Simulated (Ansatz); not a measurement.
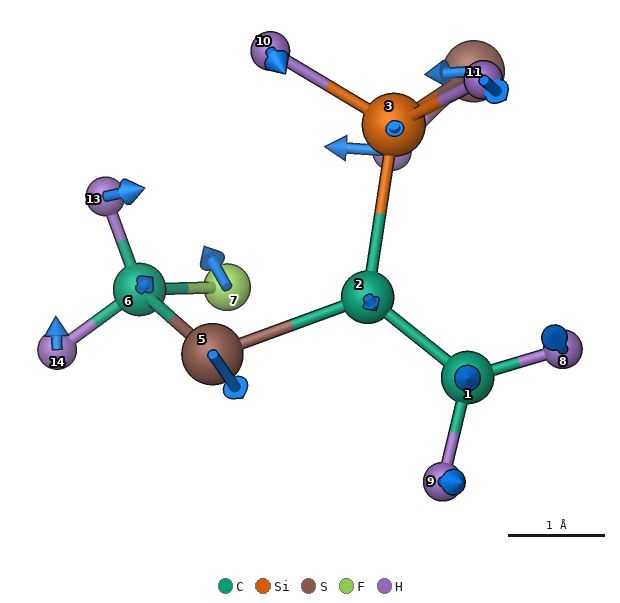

A relaxation of C₃H₇FS₂Si. The starting structure is drawn; blue arrows show the displacements, at their true length. The two geometries are superimposed by the best rigid fit.

The picture is a ball-and-stick view, seen at a tilt.

The run prepares the start of a later molecular dynamics calculation, from a guessed geometry.

The calculation used Ansatz 0.2.0, RKS PBE0-D4/STO-3G. (no spin polarisation; force threshold 0.02 eV/Å; at most 40 steps)

### Describe the change and its energy.

An S atom moves most after the best rigid fit: 0.97 Å. Largest moves by element: S 0.97 Å, H 0.95 Å, F 0.66 Å, C 0.43 Å, Si 0.21 Å. Near-neighbour distances that change, for instance: S–Si 2.188 → 2.110 Å, H–Si 1.518 → 1.451 Å, C–H 1.051 → 1.112 Å, C–F 1.364 → 1.417 Å. Bond angles that change, for instance: C–C–H 115.4° → 123.0°, Si–C–S 118.8° → 124.6°, S–Si–H 106.7° → 112.2°. Groups turn about C–S by about 50°, C–Si by about 45°, C–S by about 40°. Over 16 geometry steps the energy falls by 20.3 kcal/mol. Largest force component: 3 eV/Å at the start, 0.014 eV/Å at the end. The run took 68 s on 1 thread of Arm Neoverse V1, on a shared host, peak memory 0.15 GiB.

Limits of the set-up: STO-3G is a minimal basis, so the numbers are rough.
